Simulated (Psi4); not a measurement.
# triplet C2H2FS−: levels of theory compared

Wanted: a comparison of 4 runs (U-r2SCAN/def2-SVPD, UB3LYP/def2-SVPD, UM06-L/def2-SVPD, UPBE0/def2-SVPD) of triplet C2H2FS−. 

Program for the calculation: Psi4 1.11.

1 further run of the same task is left out (set aside as unsound or not needed).

### Step 1. The system as given

The species is C2H2FS− (6 atoms), meant as a triplet with charge -1. As SMILES of the parent species, `F/C=C/[S-]`. The coordinates come from a GFN2-xTB relaxation. That shape belongs to the parent species and isn't relaxed for this state.

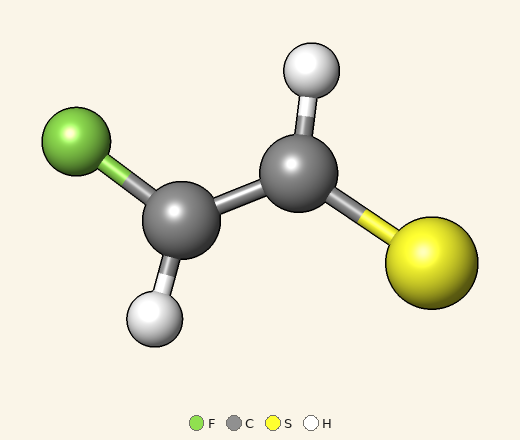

The structure, seen from a chosen angle (fluorine green, carbon grey, sulfur yellow, hydrogen white).

### Step 2. Energy and forces at U-r2SCAN/def2-SVPD (run 1)

File input.inp:

```
memory 1.6 GB

molecule geom {
  -1 3
  F      1.396590     0.836690    -0.899160
  C      0.575410    -0.142130    -0.344180
  C     -0.537520     0.173870     0.318660
  S     -1.591510    -0.961100     1.023910
  H      0.960120    -1.131870    -0.523410
  H     -0.803090     1.224540     0.424180
  symmetry c1
}

set {
  basis def2-SVPD
  reference uks
  puream true
  e_convergence 1e-09
  d_convergence 1e-08
  scf_type pk
  dft_radial_points 99
  dft_spherical_points 590
  maxiter 200
}

energy_value, wavefunction = gradient("r2scan", return_wfn=True)
```

Started as:

```console
$ psi4 -n 1 input.inp input.out
```

input.out:

```text
[...]
  Running in c1 symmetry.
[...]
  Nuclear repulsion =  134.221734828224157
[...]
  Multiplicity = 3
[...]
  Nalpha       = 21
  Nbeta        = 19
[...]
    Number of basis functions: 106
[...]
   @UKS iter   1:  -574.58705738667732    9.10019e-02   7.76538e-03 ADIIS/DIIS
[...]
   @UKS iter  16:  -574.99062278251233   -3.75167e-12   4.22498e-09 DIIS
[...]
   @S^2 Observed:                2.011127542E+00
[...]
  @UKS Final Energy:  -574.99062278251233
   => Energetics <=
    Nuclear Repulsion Energy =            134.2217348282241574
    One-Electron Energy =               -1067.3115506348051440
    Two-Electron Energy =                 405.8868638082495863
    DFT Exchange-Correlation Energy =     -47.7876707841809392
    Empirical Dispersion Energy =           0.0000000000000000
    VV10 Nonlocal Energy =                  0.0000000000000000
    Total Energy =                       -574.9906227825123324
[...]
 Multipole Moments:
 ------------------------------------------------------------------------------------
     Multipole            Electronic (a.u.)      Nuclear  (a.u.)        Total (a.u.)
 ------------------------------------------------------------------------------------
 L = 1.  Multiply by 2.5417464519 to convert [e a0] to [Debye]
 Dipole X            :          1.7815921           -0.9168843            0.8647077
 Dipole Y            :          1.0914094           -0.5491152            0.5422942
 Dipole Z            :         -1.1491972            0.5924874           -0.5567098
 Magnitude           :                                                    1.1626385
[...]
  -Total Gradient:
     Atom            X                  Y                   Z
    ------   -----------------  -----------------  -----------------
       1        0.006796456795    -0.003308600868    -0.003978072562
       2       -0.114326027743     0.047555052777     0.067397028543
       3        0.114840128366    -0.056272470190    -0.067148218275
       4       -0.001597186875     0.010881442300     0.000408461146
       5       -0.005005549844     0.007845185787     0.002549314640
       6       -0.000438613115    -0.006360478932     0.000587255717
[...]
```

Run time: 2.6 min. Hardware: 1 thread of Intel Xeon Platinum 8259CL at 2.50GHz (Skylake/Cascade Lake), shared host; peak memory 0.65 GiB.

### Step 3. Energy and gradient at UB3LYP/def2-SVPD (run 2)

File c2h2fs.py:

```python
import psi4

psi4.set_memory(1600000000)
psi4.set_num_threads(1)
psi4.set_output_file('output.dat', False)

mol = psi4.geometry("""
-1 3
F
C 1 1.392992
C 2 1.333351 1 121.57274
S 3 1.70189 2 124.39393 1 179.98358
H 2 1.076899 3 126.77934 4 -0.13073
H 3 1.088839 2 118.71462 5 179.8662
units angstrom
symmetry c1
no_reorient
no_com
""")

options = {'basis': 'def2-SVPD', 'reference': 'uks', 'puream': True, 'e_convergence': 1e-09, 'd_convergence': 1e-08, 'scf_type': 'pk', 'dft_radial_points': 99, 'dft_spherical_points': 590, 'maxiter': 200}
psi4.set_options(options)

E, wfn = psi4.gradient("b3lyp", return_wfn=True)
psi4.oeprop(wfn, "WIBERG_LOWDIN_INDICES", "DIPOLE", "QUADRUPOLE")
print('gradient / Eh bohr^-1')
print(E.np.round(6))
print(f'energy = {wfn.energy():.10f} Eh')
```

Started as:

```console
$ python c2h2fs.py
```

output.dat:

```text
[...]
  Running in c1 symmetry.
[...]
  Nuclear repulsion =  134.221751911620430
[...]
  Multiplicity = 3
[...]
  Nalpha       = 21
  Nbeta        = 19
[...]
    Number of basis functions: 106
[...]
   @UKS iter   1:  -574.76558366775373    9.15767e-04   7.35479e-03 ADIIS/DIIS
[...]
   @UKS iter  15:  -575.12562278358484   -5.79803e-12   8.75697e-09 DIIS
[...]
   @S^2 Observed:                2.008234847E+00
[...]
  @UKS Final Energy:  -575.12562278358484
   => Energetics <=
    Nuclear Repulsion Energy =            134.2217519116204301
    One-Electron Energy =               -1067.3209627950263894
    Two-Electron Energy =                 396.6410022163261715
    DFT Exchange-Correlation Energy =     -38.6674141165050713
    Empirical Dispersion Energy =           0.0000000000000000
    VV10 Nonlocal Energy =                  0.0000000000000000
    Total Energy =                       -575.1256227835848449
[...]
  -Total Gradient:
     Atom            X                  Y                   Z
    ------   -----------------  -----------------  -----------------
       1        0.000001833200     0.007185513207    -0.002473706595
       2       -0.000102532715    -0.123864954873     0.058491382697
       3        0.000033192350     0.129891985809    -0.050522040031
       4       -0.000022692416    -0.007963384812    -0.008726521038
       5        0.000067426754    -0.008270270751    -0.000819640969
       6        0.000022783147     0.003029630212     0.004051866036
[...]
 Multipole Moments:
 ------------------------------------------------------------------------------------
     Multipole            Electronic (a.u.)      Nuclear  (a.u.)        Total (a.u.)
 ------------------------------------------------------------------------------------
 L = 1.  Multiply by 2.5417464519 to convert [e a0] to [Debye]
 Dipole X            :          0.0010968           -0.0020416           -0.0009448
 Dipole Y            :          0.6861363           -0.3768827            0.3092536
 Dipole Z            :         -2.1769211            1.1624111           -1.0145100
 Magnitude           :                                                    1.0605986
 L = 2.  Multiply by 1.3450342976 to convert [e a0^2] to [Debye ang]
 Quadrupole XX       :        -27.8074304            0.0000185          -27.8074119
 Quadrupole XY       :          0.0200543           -0.0207368           -0.0006826
[...]
```

Standard output:

```text
gradient / Eh bohr^-1
[[ 2.00000e-06  7.18600e-03 -2.47400e-03]
 [-1.03000e-04 -1.23865e-01  5.84910e-02]
 [ 3.30000e-05  1.29892e-01 -5.05220e-02]
 [-2.30000e-05 -7.96300e-03 -8.72700e-03]
 [ 6.70000e-05 -8.27000e-03 -8.20000e-04]
 [ 2.30000e-05  3.03000e-03  4.05200e-03]]
energy = -575.1256227836 Eh
```

It took 63 s on 1 thread of Intel Xeon Platinum 8259CL at 2.50GHz (Skylake/Cascade Lake), shared host; peak memory 0.62 GiB.

### Step 4. The energy at UM06-L/def2-SVPD (run 3)

File c2h2fs.xyz:

```xyz
6
C2H2FS
F      1.396590     0.836690    -0.899160
C      0.575410    -0.142130    -0.344180
C     -0.537520     0.173870     0.318660
S     -1.591510    -0.961100     1.023910
H      0.960120    -1.131870    -0.523410
H     -0.803090     1.224540     0.424180
```

File calc.py:

```python
import psi4

psi4.set_memory('1600 MB')
psi4.set_num_threads(1)
psi4.core.set_output_file('psi4.out', False)

with open('c2h2fs.xyz') as f:
    atoms = ''.join(f.readlines()[2:])
geom = psi4.geometry('-1 3\n' + atoms + 'symmetry c1\nno_reorient\nno_com')

options = {'basis': 'def2-SVPD', 'reference': 'uks', 'puream': True, 'e_convergence': 1e-09, 'd_convergence': 1e-08, 'scf_type': 'pk', 'dft_radial_points': 99, 'dft_spherical_points': 590, 'maxiter': 200}
psi4.set_options(options)

E = psi4.energy("m06-l")
print('E =', round(E, 9))
```

Started as:

```console
$ python calc.py
```

psi4.out:

```text
[...]
  Running in c1 symmetry.
[...]
  Nuclear repulsion =  134.221734828224157
[...]
  Multiplicity = 3
[...]
  Nalpha       = 21
  Nbeta        = 19
[...]
    Number of basis functions: 106
[...]
   @UKS iter   1:  -574.67533703815207    6.32286e-02   7.67498e-03 DIIS/ADIIS
[...]
   @UKS iter  16:  -575.06946180451587   -1.47793e-12   2.48798e-09 DIIS
[...]
   @S^2 Observed:                2.010985333E+00
[...]
    Orbital Energies [Eh]
    ---------------------
    Alpha Occupied:
       1A    -88.281834     2A    -24.339610     3A     -9.927505
       4A     -9.849607     5A     -7.671328     6A     -5.585776
       7A     -5.584635     8A     -5.575875     9A     -0.990124
      10A     -0.562445    11A     -0.446175    12A     -0.346338
      13A     -0.293653    14A     -0.241440    15A     -0.232316
      16A     -0.156112    17A     -0.138616    18A     -0.112158
      19A     -0.009923    20A     -0.005582    21A      0.148617
    Alpha Virtual:
      22A      0.182843    23A      0.196067    24A      0.207434
      25A      0.224337    26A      0.239405    27A      0.260508
[...]
  @UKS Final Energy:  -575.06946180451587
   => Energetics <=
    Nuclear Repulsion Energy =            134.2217348282241574
    One-Electron Energy =               -1067.7246366072354249
    Two-Electron Energy =                 406.3468381853051596
    DFT Exchange-Correlation Energy =     -47.9133982108097527
    Empirical Dispersion Energy =           0.0000000000000000
    VV10 Nonlocal Energy =                  0.0000000000000000
    Total Energy =                       -575.0694618045158677
[...]
 Multipole Moments:
 ------------------------------------------------------------------------------------
     Multipole            Electronic (a.u.)      Nuclear  (a.u.)        Total (a.u.)
 ------------------------------------------------------------------------------------
 L = 1.  Multiply by 2.5417464519 to convert [e a0] to [Debye]
 Dipole X            :         24.9766943          -23.6413809            1.3353134
 Dipole Y            :         15.1030816          -14.2944175            0.8086640
 Dipole Z            :        -16.0471811           15.1891840           -0.8579971
 Magnitude           :                                                    1.7813362
[...]
```

On the terminal:

```text
E = -575.069461805
```

Run time: 2 min. Hardware: 1 thread of Intel Xeon Platinum 8259CL at 2.50GHz (Skylake/Cascade Lake), shared host; peak memory 0.65 GiB.

### Step 5. A single-point energy at UPBE0/def2-SVPD (run 4)

File c2h2fs.json:

```json
{
 "schema_name": "qcschema_input",
 "schema_version": 1,
 "molecule": {
  "schema_name": "qcschema_molecule",
  "schema_version": 2,
  "symbols": ["F", "C", "C", "S", "H", "H"],
  "geometry": [2.63917261, 1.58111495, -1.69916614, 1.08736731, -0.26858677, -0.65040594, -1.01576559, 0.32856668, 0.60218013, -3.00751802, -1.81621578, 1.93490948, 1.81436385, -2.13892431, -0.98910155, -1.51762015, 2.31404523, 0.80158403],
  "molecular_charge": -1,
  "molecular_multiplicity": 3,
  "fix_symmetry": "c1"
 },
 "driver": "energy",
 "model": {
  "method": "pbe0",
  "basis": "def2-SVPD"
 },
 "keywords": {
  "reference": "uks",
  "puream": true,
  "e_convergence": 1e-09,
  "d_convergence": 1e-08,
  "scf_type": "pk",
  "dft_radial_points": 99,
  "dft_spherical_points": 590,
  "maxiter": 200,
  "scf_properties": ["DIPOLE", "LOWDIN_CHARGES", "QUADRUPOLE"]
 }
}
```

Started as:

```console
$ psi4 --qcschema c2h2fs.json -n 1 --memory 1600MB
```

stdout:

```text
[...]
  Running in c1 symmetry.
[...]
  Nuclear repulsion =  134.221734913552524
[...]
  Multiplicity = 3
[...]
  Nalpha       = 21
  Nbeta        = 19
[...]
    Number of basis functions: 106
[...]
   @UKS iter   1:  -574.47803357892440   -6.82675e-02   6.70148e-03 DIIS/ADIIS
[...]
   @UKS iter  15:  -574.77837851012953   -8.52651e-12   3.99659e-09 DIIS
[...]
   @S^2 Observed:                2.009350631E+00
[...]
    Orbital Energies [Eh]
    ---------------------
    Alpha Occupied:
       1A    -88.799851     2A    -24.616435     3A    -10.110557
       4A    -10.030383     5A     -7.793767     6A     -5.737438
       7A     -5.734080     8A     -5.727208     9A     -1.048298
      10A     -0.628493    11A     -0.509869    12A     -0.407475
      13A     -0.352439    14A     -0.310625    15A     -0.291737
      16A     -0.213497    17A     -0.186197    18A     -0.164510
      19A     -0.059275    20A     -0.046704    21A      0.104012
    Alpha Virtual:
      22A      0.179108    23A      0.186977    24A      0.192559
      25A      0.212658    26A      0.212952    27A      0.247922
[...]
  @UKS Final Energy:  -574.77837851012953
   => Energetics <=
    Nuclear Repulsion Energy =            134.2217349135525239
    One-Electron Energy =               -1067.3356045907908083
    Two-Electron Energy =                 394.3385445392628981
    DFT Exchange-Correlation Energy =     -36.0030533721541133
    Empirical Dispersion Energy =           0.0000000000000000
    VV10 Nonlocal Energy =                  0.0000000000000000
    Total Energy =                       -574.7783785101295280
[...]
 Multipole Moments:
 ------------------------------------------------------------------------------------
     Multipole            Electronic (a.u.)      Nuclear  (a.u.)        Total (a.u.)
 ------------------------------------------------------------------------------------
 L = 1.  Multiply by 2.5417464519 to convert [e a0] to [Debye]
 Dipole X            :          1.7267279           -0.9168843            0.8098436
 Dipole Y            :          1.0376179           -0.5491152            0.4885027
 Dipole Z            :         -1.1127567            0.5924874           -0.5202692
 Magnitude           :                                                    1.0794265
 L = 2.  Multiply by 1.3450342976 to convert [e a0^2] to [Debye ang]
 Quadrupole XX       :       -245.5079576          211.9800992          -33.5278584
 Quadrupole XY       :       -109.0552811          105.1527079           -3.9025731
[...]
```

The result, in JSON:

```text
{
 "driver": "energy",
 "model": {
  "method": "pbe0",
  "basis": "def2-SVPD"
 },
 "success": true,
 "return_result": -574.7783785101295,
 "properties": {
  "calcinfo_nbasis": 106,
  "calcinfo_nmo": 106,
  "calcinfo_nalpha": 21,
  "calcinfo_nbeta": 19,
  "calcinfo_natom": 6,
  "nuclear_repulsion_energy": 134.22173491355252,
  "return_energy": -574.7783785101295,
  "scf_one_electron_energy": -1067.3356045907908,
  "scf_two_electron_energy": 394.3385445392629,
  "scf_xc_energy": -36.00305337215411,
  "scf_dipole_moment": [0.8098435796033135, 0.488502720988619, -0.5202692457753402],
  "scf_total_energy": -574.7783785101295,
  "scf_iterations": 15
 }
}
```

Wall time 56 s (1 thread of Intel Xeon Platinum 8259CL at 2.50GHz (Skylake/Cascade Lake), shared host); peak memory 0.62 GiB.

### Step 6. All runs side by side

```
run               level      task  energy (Eh)  HOMO energy (eV)   ⟨S²⟩  wall time
  1  U-r2SCAN/def2-SVPD  gradient  -574.990623              3.62  2.011    2.6 min
  2    UB3LYP/def2-SVPD  gradient  -575.125623              3.04  2.008       63 s
  3    UM06-L/def2-SVPD    energy  -575.069462              4.04  2.011      2 min
  4     UPBE0/def2-SVPD    energy  -574.778379              2.83  2.009       56 s
```

### Step 7. Results

| quantity | value |
| --- | --- |
| run 4: total energy | -574.77838 Eh |
| run 4: HOMO energy (highest over α and β) | 2.83 eV |
| run 4: ⟨S²⟩ | 2.009 |

In words: Totals of different functionals can't be ranked against each other. In runs 1, 2, 3, 4 the HOMO lies above zero, so the outermost electron may be held by the basis alone. All runs together took 6.6 min, the longest 2.6 min.
